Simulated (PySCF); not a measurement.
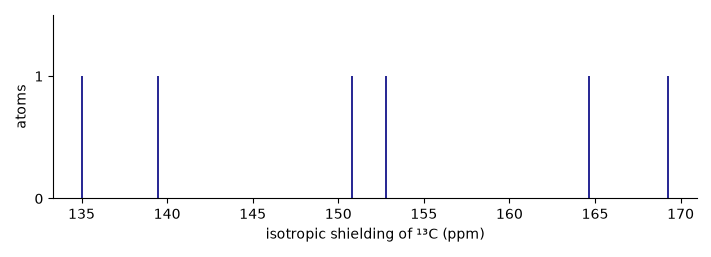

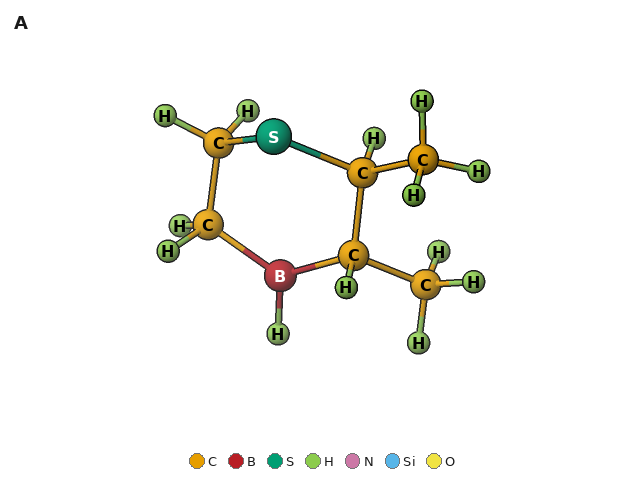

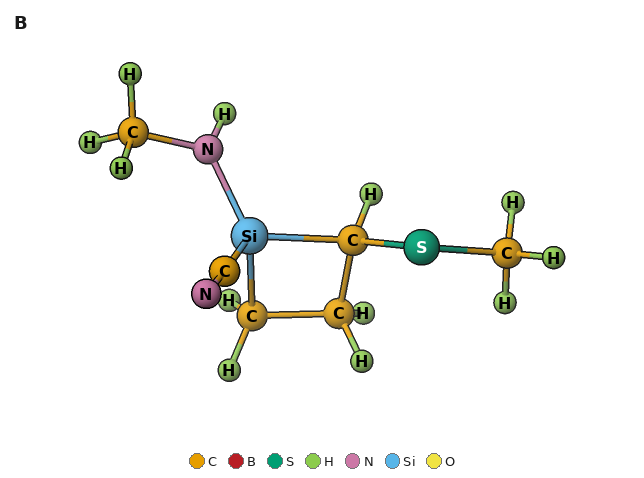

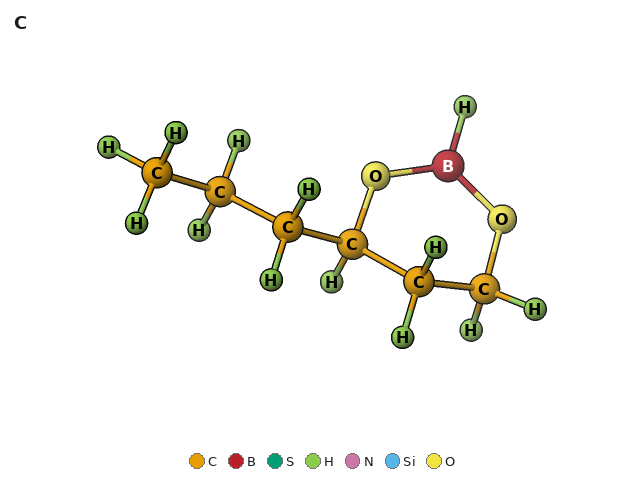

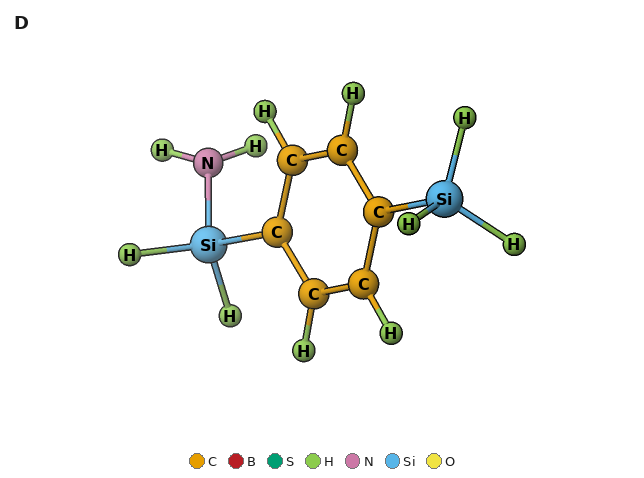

The sticks are computed shieldings of one of the molecules, for one fixed geometry (GFN2-xTB) without averaging over rotations. Low shielding means a high chemical shift. Method: GIAO PBE0/pcSseg-1 NMR shielding, non-relativistic, gas phase (PySCF 2.14.0).

Match the spectrum to a structure.

Answer. A, `C[C@@H]1BCCS[C@H]1C`. Its 6 C atoms give lines at 135.1, 139.5, 150.8, 152.8, 164.7, 169.2 ppm.

The geometry is semi-empirical. Around B, Si such bond lengths and angles can be off by a tenth of an ångström or more and by several degrees, and values that hang on the shape move with them.
